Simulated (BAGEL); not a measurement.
# UHF/def2-SVP (density fitting with qzvpp-jkfit) run of GeNH2F2 (SMILES [NH2][Ge]([F])[F])

What is the vertical doublet–quartet gap of GeNH2F2 at UHF/def2-SVP (density fitting with qzvpp-jkfit)? 

The results are computed with BAGEL 1.2.2.

5 further runs of the same task are left out: 3 that didn't finish, 2 set aside as unsound or not needed. Runs told in other sessions of the task aren't counted.

## Step 1: The system as given

The species is GeNH2F2 (6 atoms), meant as a doublet with charge 0. SMILES: `[NH2][Ge]([F])[F]`. Geometry: relaxed at PBE0-D4/def2-TZVP. This is one conformer, not always the lowest.

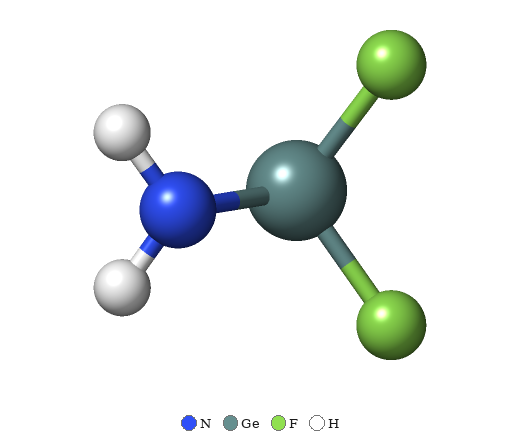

The structure, seen from a chosen angle (nitrogen blue, germanium teal, fluorine green, hydrogen white).

## Step 2: A single-point energy at UHF/def2-SVP (density fitting with qzvpp-jkfit)

job.json reads:

```json
{ "bagel" : [

{
  "title" : "molecule",
  "basis" : "svp",
  "df_basis" : "qzvpp-jkfit",
  "angstrom" : true,
  "geometry" : [
    { "atom" : "N", "xyz" : [      -0.210000,       0.851700,      -0.337900 ] },
    { "atom" : "Ge", "xyz" : [      -0.063300,      -0.777400,       0.494800 ] },
    { "atom" : "F", "xyz" : [       1.530800,      -0.792600,       1.183100 ] },
    { "atom" : "F", "xyz" : [      -0.040400,      -1.943900,      -0.791100 ] },
    { "atom" : "H", "xyz" : [      -0.118800,       1.641600,       0.290300 ] },
    { "atom" : "H", "xyz" : [      -1.056300,       0.956600,      -0.885200 ] }
  ]
},

{ "title" : "uhf", "nopen" : 1 },

{ "title" : "print", "file" : "orbitals.molden", "orbitals" : true }

]}
```

On the command line:

```bash
BAGEL_NUM_THREADS=1 BAGEL job.json > job.out
```

What it wrote:

```text
* using 1 threads per process

  ===============================================================
  ===============================================================

  *** Geometry ***

  { "atom" : "N", "xyz" : [     -0.396842,      1.609480,     -0.638538 ] },
  { "atom" : "Ge", "xyz" : [     -0.119620,     -1.469073,      0.935036 ] },
  { "atom" : "F", "xyz" : [      2.892793,     -1.497797,      2.235735 ] },
  { "atom" : "F", "xyz" : [     -0.076345,     -3.673439,     -1.494962 ] },
  { "atom" : "H", "xyz" : [     -0.224499,      3.102174,      0.548587 ] },
  { "atom" : "H", "xyz" : [     -1.996118,      1.807712,     -1.672786 ] },

  Number of auxiliary basis functions:      533

  Since a DF basis is specified, we compute 2- and 3-index integrals:
    o Being stored without compression. Storage requirement is 0.030 GB

  Number of basis functions:       84
  Number of electrons      :       59

    * METHOD: MOLECULE                             0.28

  *** Open-shell HF ***

  === Nuclear Repulsion ===
   306.3013028252

      * DIIS with orbital gradients will be used.

  === UHF iteration (svp) ===
      0      -2329.11956482          0.04608668           0.22
      1      -2329.31321696          0.03224594           0.23
      2      -2329.39195124          0.02064346           0.22
      3      -2329.44597393          0.00105484           0.22
      4      -2329.44656131          0.00048856           0.22
      5      -2329.44670647          0.00012143           0.22
      6      -2329.44672153          0.00004404           0.22
      7      -2329.44672430          0.00002414           0.23
      8      -2329.44672508          0.00000970           0.23
      9      -2329.44672538          0.00000710           0.22
     10      -2329.44672555          0.00000269           0.23
     11      -2329.44672558          0.00000123           0.24
     12      -2329.44672558          0.00000058           0.22
     13      -2329.44672559          0.00000030           0.24
     14      -2329.44672559          0.00000013           0.23
     15      -2329.44672559          0.00000006           0.22
     16      -2329.44672559          0.00000004           0.23
     17      -2329.44672559          0.00000002           0.23
     18      -2329.44672559          0.00000001           0.21
     19      -2329.44672559          0.00000001           0.21
    * SCF iteration converged.

    * S^2 (UHF) is 0.7635

    * Permanent dipole moment:
           (    1.333089,    -0.978893,    -0.490566) a.u.

    * METHOD: UHF                                  4.74

    * METHOD: PRINT                                0.01

  ===============================================================
```

It took 5.4 s on 1 thread of Arm Neoverse V2, shared host; peak memory 0.13 GiB.

## Step 3: The quartet

input.json reads:

```json
{ "bagel" : [

{
  "title" : "molecule",
  "basis" : "svp",
  "df_basis" : "qzvpp-jkfit",
  "angstrom" : true,
  "geometry" : [
    { "atom" : "N", "xyz" : [      -0.210000,       0.851700,      -0.337900 ] },
    { "atom" : "Ge", "xyz" : [      -0.063300,      -0.777400,       0.494800 ] },
    { "atom" : "F", "xyz" : [       1.530800,      -0.792600,       1.183100 ] },
    { "atom" : "F", "xyz" : [      -0.040400,      -1.943900,      -0.791100 ] },
    { "atom" : "H", "xyz" : [      -0.118800,       1.641600,       0.290300 ] },
    { "atom" : "H", "xyz" : [      -1.056300,       0.956600,      -0.885200 ] }
  ]
},

{
  "title" : "uhf",
  "nopen" : 3
},

{
  "title" : "print",
  "file" : "orbitals.molden",
  "orbitals" : true
}

]}
```

On the command line:

```bash
BAGEL_NUM_THREADS=1 BAGEL input.json > input.out
```

What it wrote:

```text
* using 1 threads per process

  ===============================================================
  ===============================================================

  *** Geometry ***

  { "atom" : "N", "xyz" : [     -0.396842,      1.609480,     -0.638538 ] },
  { "atom" : "Ge", "xyz" : [     -0.119620,     -1.469073,      0.935036 ] },
  { "atom" : "F", "xyz" : [      2.892793,     -1.497797,      2.235735 ] },
  { "atom" : "F", "xyz" : [     -0.076345,     -3.673439,     -1.494962 ] },
  { "atom" : "H", "xyz" : [     -0.224499,      3.102174,      0.548587 ] },
  { "atom" : "H", "xyz" : [     -1.996118,      1.807712,     -1.672786 ] },

  Number of auxiliary basis functions:      533

  Since a DF basis is specified, we compute 2- and 3-index integrals:
    o Being stored without compression. Storage requirement is 0.030 GB

  Number of basis functions:       84
  Number of electrons      :       59

    * METHOD: MOLECULE                             0.27

  *** Open-shell HF ***

  === Nuclear Repulsion ===
   306.3013028252

      * DIIS with orbital gradients will be used.

  === UHF iteration (svp) ===
      0      -2328.92063815          0.03951780           0.23
      1      -2329.07651681          0.02931376           0.22
      2      -2329.14348910          0.01949941           0.22
      3      -2329.19492717          0.00110187           0.23
      4      -2329.19589614          0.00053111           0.21
      5      -2329.19616501          0.00019716           0.23
      6      -2329.19624825          0.00011344           0.22
      7      -2329.19628808          0.00007754           0.21
      8      -2329.19630437          0.00005080           0.20
      9      -2329.19631405          0.00002410           0.21
     10      -2329.19631600          0.00001120           0.23
     11      -2329.19631631          0.00000624           0.21
     12      -2329.19631643          0.00000373           0.21
     13      -2329.19631647          0.00000160           0.21
     14      -2329.19631648          0.00000086           0.22
     15      -2329.19631648          0.00000061           0.22
     16      -2329.19631648          0.00000044           0.22
     17      -2329.19631648          0.00000027           0.23
     18      -2329.19631648          0.00000018           0.22
     19      -2329.19631648          0.00000013           0.22
     20      -2329.19631648          0.00000009           0.23
     21      -2329.19631648          0.00000006           0.21
     22      -2329.19631648          0.00000005           0.22
     23      -2329.19631648          0.00000004           0.22
     24      -2329.19631648          0.00000003           0.21
     25      -2329.19631648          0.00000002           0.21
     26      -2329.19631648          0.00000001           0.22
     27      -2329.19631648          0.00000001           0.22
    * SCF iteration converged.

    * S^2 (UHF) is 3.7614

    * Permanent dipole moment:
           (    0.646189,    -0.328859,    -0.324744) a.u.

    * METHOD: UHF                                  6.36

    * METHOD: PRINT                                0.01

  ===============================================================
```

Run time: 6.9 s. Hardware: 1 thread of Arm Neoverse V2, shared host; peak memory 0.13 GiB.

## Step 4: Outcome

Level: UHF/def2-SVP (density fitting with qzvpp-jkfit).

| quantity | value |
| --- | --- |
| doublet: total energy | -2329.44673 Eh |
| doublet: dipole moment | 4.38 D |
| doublet: ⟨S²⟩ | 0.763 |
| quartet: total energy | -2329.19632 Eh |
| quartet: dipole moment | 2.02 D |
| quartet: ⟨S²⟩ | 3.761 |
| vertical energy of the quartet above the doublet | 6.814 eV |

**Reading.** At this shape the quartet lies 6.81 eV (657 kJ/mol) above the doublet.
